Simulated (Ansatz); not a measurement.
# Al₂H (sextet): one geometry, many settings

What do other methods and options give for Al₂H (sextet) at this geometry, and how long do they take?

Computed with Ansatz 0.2.0, Gaussian basis. Level: the settings change from run to run.

22 further runs of the same task are left out: 9 that didn't finish, 13 set aside as unsound or not needed.

### 1 The system

The geometry is a PBE0/def2-TZVP stationary point (not a proven minimum) of the parent state, kept for this charge and spin.

3 atoms, charge 0, spin multiplicity 6.

Atoms are counted from 1 here; the program's logs count them from 0.

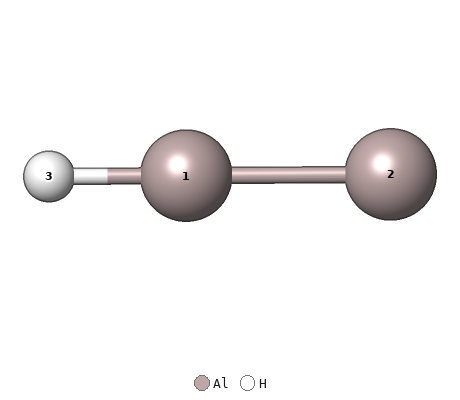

The structure; aluminium light grey, hydrogen white; atoms are numbered from 1 in the order of the file.

### 2 CCSD/6-31G

The input, in.yaml:

```yaml
crystal:
  periodic: [false, false, false]
  atoms:
    - {symbol: Al, position_ang: [0.000000, 0.000000, 0.259056]}
    - {symbol: Al, position_ang: [0.000000, 0.000000, -2.101360]}
    - {symbol: H, position_ang: [0.000000, 0.000000, 1.842303]}
basis:
  gaussian: {orbitals: 6-31G}
magnetization: {spin_polarized: true, initial_magnetization: 5}
hamiltonian: {xc: {name: PBE}, pseudopotentials: {relativity: none}}
correlation: {method: ccsd, electrons: outside_noble_gas, diis_vectors: 4}
```

Command:

```bash
$ ansatz run in.yaml --threads 1 --pin off --events-out ev --progress --plain --max-ram 2393MiB
```

The program printed, cut to the lines that bear on the results:

```text
Functional definition: PBE
  name "PBE"
  cite "Perdew, Burke & Ernzerhof, Phys. Rev. Lett. 77, 3865 (1996) doi:10.1103/PhysRevLett.77.3865"
  parent pbe
[...]
308 factors; integrals over basis functions are off by at most 1.4e-4 eV
[...]
mean field -13192.60228173 eV, -484.8191915866 hartree, gradient 1.2e-6 eV, S^2 8.750394; 10 other end points of the search recorded, 0 dependent functions left out
10 core orbitals not correlated: weight in the atoms' cores, before any rotation towards them, 1.000 or more for the frozen orbitals, at most 0.000 for the correlated occupied ones
reference -13172.43997039 eV, -484.0782403112 hartree; 6, 1 occupied and 12, 17 virtual orbitals, 308 factors
second order -1.02437181 eV of doubles, -0.19829454 eV of singles
cycle   1  -1.47018318 eV  change   -3.3e-1 eV  update   7.7e-2
[...]
cycle  13  -1.73330892 eV  change    2.8e-6 eV  update   7.2e-6
WARN: these amplitudes may be one of several solutions (largest doubles amplitude 0.09, level shift 1.05 eV)
Total energy: -13174.17327930 eV, -484.1419382389 hartree
```

Wall time 5.5 s (1 thread of Arm Neoverse V1, shared host).

From the report: ⟨S²⟩ of the determinant 8.750 (pure sextet: 8.75); correlation -1.7333 eV; T1 0.059; largest double amplitude 0.09. The orbitals are Kohn-Sham ones, so correlation energy and T1 don't compare with those on Hartree-Fock orbitals. The report flags that the cluster equations may have other roots.

### 3 NEVPT4(SD)(5,6)/6-31G

The input, in.yaml:

```yaml
crystal:
  periodic: [false, false, false]
  atoms:
    - {symbol: Al, position_ang: [0.000000, 0.000000, 0.259056]}
    - {symbol: Al, position_ang: [0.000000, 0.000000, -2.101360]}
    - {symbol: H, position_ang: [0.000000, 0.000000, 1.842303]}
basis:
  gaussian: {orbitals: 6-31G}
magnetization: {spin_polarized: false, initial_magnetization: 5}
correlation: {method: fic_nevpt4_sd, electrons: all, active_space: {window: {electrons: 5, orbitals: 6}, states: [{multiplicity: 6, weights: [1, 0.5]}], root: 0}}
```

Same command.

The program printed, cut to the lines that bear on the results:

```text
Functional definition: HF
  name "HF"
  cite "Fock, Z. Phys. 61, 126 (1930) doi:10.1007/BF01340294"
  parent pbe
[...]
538 factors; integrals over basis functions are off by at most 1.0e-7 eV
[...]
mean field -13173.09642399 eV, -484.1023645360 hartree, gradient 6.2e-6 eV, S^2 8.750000; 9 other end points of the search recorded, 0 dependent functions left out
reference -13173.09642399 eV, -484.1023645360 hartree; 16, 11 occupied and 12, 17 virtual orbitals, 538 factors
state -13173.09259788 eV, -484.1022239294 hartree
state -13173.08118126 eV, -484.1018043763 hartree
state -13173.09259788 eV, -484.1022239294 hartree; corrected -13174.34432397 eV, -484.1482240147 hartree
state -13173.08118126 eV, -484.1018043763 hartree; corrected -13174.34406712 eV, -484.1482145755 hartree
Total energy: -13174.34432397 eV, -484.1482240147 hartree
```

It took 1.8 s on 1 thread of Arm Neoverse V1, shared host.

From the report: 2 determinants; active occupations (of the averaged states) 1.00, 1.00, 1.00, 1.00, 0.67, 0.33.

### 4 MRCISD+Q(7,8)/6-31G

The input, in.yaml:

```yaml
crystal:
  periodic: [false, false, false]
  atoms:
    - {symbol: Al, position_ang: [0.000000, 0.000000, 0.259056]}
    - {symbol: Al, position_ang: [0.000000, 0.000000, -2.101360]}
    - {symbol: H, position_ang: [0.000000, 0.000000, 1.842303]}
basis:
  gaussian: {orbitals: 6-31G, point_charges: [{charge: -1.00, position_ang: [2.718, 0.427, -0.429]}]}
magnetization: {spin_polarized: false, initial_magnetization: 5}
correlation: {method: fic_mrcisd_q, electrons: valence, active_space: {window: {electrons: 7, orbitals: 8}}}
```

The command is unchanged.

The program printed, cut to the lines that bear on the results:

```text
Functional definition: HF
  name "HF"
  cite "Fock, Z. Phys. 61, 126 (1930) doi:10.1007/BF01340294"
  parent pbe
[...]
308 factors; integrals over basis functions are off by at most 1.4e-4 eV
[...]
mean field -13174.37059120 eV, -484.1491893177 hartree, gradient 4.4e-6 eV, S^2 8.750000; 6 other end points of the search recorded, 0 dependent functions left out
reference -13174.37059120 eV, -484.1491893177 hartree; 16, 11 occupied and 12, 17 virtual orbitals, 308 factors
state -13174.99502607 eV, -484.1721368756 hartree
contracted CI cycle   1: correlation 0.00000000 eV, 0.0000000000 hartree, residual 3.48e0 eV
contracted CI cycle   2: correlation -0.43821247 eV, -0.0161040111 hartree, residual 8.93e-1 eV
contracted CI cycle   3: correlation -0.46325419 eV, -0.0170242776 hartree, residual 2.28e-1 eV
contracted CI cycle   4: correlation -0.46503877 eV, -0.0170898595 hartree, residual 7.03e-2 eV
contracted CI cycle   5: correlation -0.46520272 eV, -0.0170958848 hartree, residual 2.87e-2 eV
contracted CI cycle   6: correlation -0.46523087 eV, -0.0170969192 hartree, residual 1.15e-2 eV
contracted CI cycle   7: correlation -0.46523478 eV, -0.0170970627 hartree, residual 4.12e-3 eV
contracted CI cycle   8: correlation -0.46523528 eV, -0.0170970813 hartree, residual 1.57e-3 eV
contracted CI cycle   9: correlation -0.46523537 eV, -0.0170970844 hartree, residual 6.47e-4 eV
state -13174.99502607 eV, -484.1721368756 hartree; corrected -13175.47036453 eV, -484.1896052418 hartree
Total energy: -13175.47036453 eV, -484.1896052418 hartree
```

Wall time 1.8 s (1 thread of Arm Neoverse V1, shared host); peak memory 0.25 GiB.

From the report: 224 determinants; active occupations 1.95, 1.00, 1.00, 1.00, 1.00, 1.00, 0.04, 0.01.

### 5 NEVPT2(5,9)/def2-SVP

The input, in.yaml:

```yaml
crystal:
  periodic: [false, false, false]
  atoms:
    - {symbol: Al, position_ang: [0.000000, 0.000000, 0.259056]}
    - {symbol: Al, position_ang: [0.000000, 0.000000, -2.101360]}
    - {symbol: H, position_ang: [0.000000, 0.000000, 1.842303]}
basis:
  gaussian: {orbitals: def2-SVP, fitting: {mean_field: def2-universal-jkfit}}
magnetization: {spin_polarized: false, initial_magnetization: 5}
correlation: {method: sc_nevpt2, electrons: valence, active_space: {window: {electrons: 5, orbitals: 9}}}
```

Launched as before.

The program printed:

```text
Functional definition: HF
  name "HF"
  cite "Fock, Z. Phys. 61, 126 (1930) doi:10.1007/BF01340294"
  parent pbe
  exchange = exact_x
  correlation = 0
274 factors; integrals over basis functions are off by at most 3.9e-1 eV
mean field evaluation 1: about -13168.4965 eV, gradient 8.7e0 eV
mean field evaluation 2: about -13169.5784 eV, gradient 2.6e0 eV
mean field evaluation 4: about -13169.8869 eV, gradient 2.0e0 eV
mean field evaluation 8: about -13169.8870 eV, gradient 2.0e0 eV
mean field evaluation 16: about -13170.3613 eV, gradient 1.5e-2 eV
mean field evaluation 32: about -13170.2488 eV, gradient 1.2e0 eV
mean field -13170.36128374 eV, -484.0018499858 hartree, gradient 4.8e-6 eV, S^2 8.750000; 8 other end points of the search recorded, 0 dependent functions left out
reference -13170.36128374 eV, -484.0018499858 hartree; 16, 11 occupied and 25, 30 virtual orbitals, 274 factors
state -13170.61631529 eV, -484.0112222224 hartree
state -13170.61631529 eV, -484.0112222224 hartree; corrected -13171.87028640 eV, -484.0573048110 hartree
Total energy: -13171.87028640 eV, -484.0573048110 hartree
```

Wall time 2 s (1 thread of Arm Neoverse V1, shared host).

From the report: 38 determinants; active occupations 1.00, 1.00, 1.00, 0.99, 0.99, 0.01, 0.01, 0.01, 0.00.

### 6 CASSCF(5,10)/6-31G*

The input, in.yaml:

```yaml
crystal:
  periodic: [false, false, false]
  atoms:
    - {symbol: Al, position_ang: [0.000000, 0.000000, 0.259056]}
    - {symbol: Al, position_ang: [0.000000, 0.000000, -2.101360]}
    - {symbol: H, position_ang: [0.000000, 0.000000, 1.842303]}
basis:
  gaussian: {orbitals: "6-31G*"}
magnetization: {spin_polarized: false, initial_magnetization: 5}
correlation: {active_space: {window: {electrons: 5, orbitals: 10}}}
output: {forces: true}
```

Same command.

The program printed, cut to the lines that bear on the results:

```text
Functional definition: HF
  name "HF"
  cite "Fock, Z. Phys. 61, 126 (1930) doi:10.1007/BF01340294"
  parent pbe
[...]
362 factors; integrals over basis functions are off by at most 1.2e-3 eV
[...]
mean field -13173.94669630 eV, -484.1336114672 hartree, gradient 9.6e-6 eV, S^2 8.750000; 7 other end points of the search recorded, 0 dependent functions left out
reference -13173.94669630 eV, -484.1336114672 hartree; 16, 11 occupied and 24, 29 virtual orbitals, 362 factors
state -13174.25174405 eV, -484.1448217653 hartree
[...]
Total energy: -13174.25174405 eV, -484.1448217653 hartree
Atom 0 at     0.000000     0.000000     0.259056 Å, force     0.000000     0.000000     2.990861 eV/Å
Atom 1 at     0.000000     0.000000    -2.101360 Å, force    -0.000000    -0.000000    -2.681272 eV/Å
Atom 2 at     0.000000     0.000000     1.842303 Å, force    -0.000000    -0.000000    -0.309589 eV/Å
Dipole moment:    -0.000000    -0.000000    -0.085726 e Å
```

It took 5 s on 1 thread of Arm Neoverse V1, shared host.

From the report: 252 determinants; active occupations 1.00, 1.00, 0.99, 0.99, 0.99, 0.01, 0.01, 0.01, 0.00, 0.00.

### 7 All runs side by side

 † marks a result that the program doubts.

| level | correlated | functions | energy (eV) | time |
| --- | --- | --- | --- | --- |
| CCSD/6-31G (on PBE orbitals) † | outside noble gas | 28 | -13174.1733 | 5.5 s |
| NEVPT4(SD)(5,6)/6-31G (lowest root of an average) | all | 28 | -13174.3443 | 1.8 s |
| MRCISD+Q(7,8)/6-31G (beside a point charge) | valence | 28 | -13175.4704 | 1.8 s |
| NEVPT2(5,9)/def2-SVP | valence | 41 | -13171.8703 | 2 s |
| CASSCF(5,10)/6-31G* |  | 40 | -13174.2517 | 5 s |

### 8 Results

| quantity | value |
| --- | --- |
| runs | 5 |
| quickest | MRCISD+Q(7,8)/6-31G (beside a point charge), 1.8 s |
| slowest | CCSD/6-31G (on PBE orbitals) †, 5.5 s |

Total energies in different bases, with other cores or another treatment of relativity can't be set against each other. CCSD/6-31G (on PBE orbitals) † took 3 times as long as MRCISD+Q(7,8)/6-31G (beside a point charge); the jobs differ in more than the method.
